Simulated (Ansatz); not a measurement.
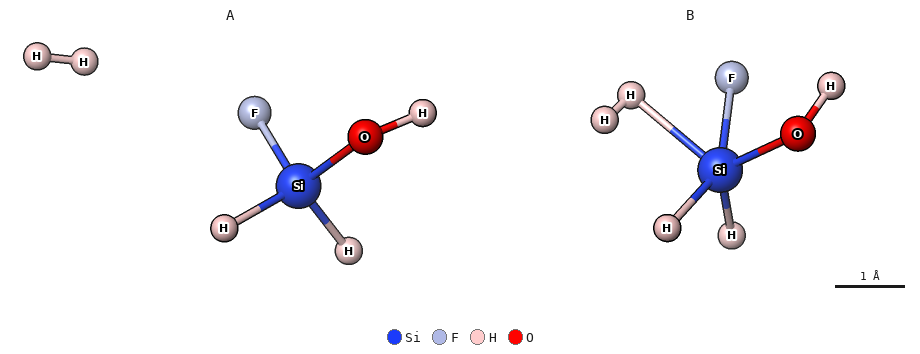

Two geometries of SiH₅OF (started from a transition state, displaced along its imaginary mode), drawn at one scale. One is the start of a relaxation, the other its converged end. Style: ball-and-stick. Shown at a tilt.

All numbers below come from RKS PBE0-D4/def2-TZVP in Ansatz. (force threshold 0.005 eV/Å; at most 200 steps)

> Which of the two is the end point?

Structure A is the relaxed one. After 40 accepted moves (44 points after the start) the energy has fallen by 204.9 kJ/mol. Largest force component: 5.4 eV/Å at the start, 0.0036 eV/Å at the end. The line search rejected the trial steps at points 10, 13, 16, 26 of the run. The forces were under the threshold at step 20, but the run went on from there. The largest move after the best rigid fit is that of an H atom, 1.84 Å. By element the largest moves are H 1.84 Å, Si 0.61 Å, F 0.57 Å, O 0.41 Å. Some distances before and after: H–Si 1.852 → 4.291 Å, H–Si 1.777 → 3.675 Å, F–Si 1.714 → 1.598 Å, H–H 0.657 → 0.747 Å. Bonds break: H–Si (1.78 → 3.68 Å). Bond angles that change, for instance: F–Si–H 152.7° → 108.1°, F–Si–O 93.1° → 110.9°, H–Si–O 127.3° → 111.7°. The run took roughly 2.5 core-minutes on a shared host.
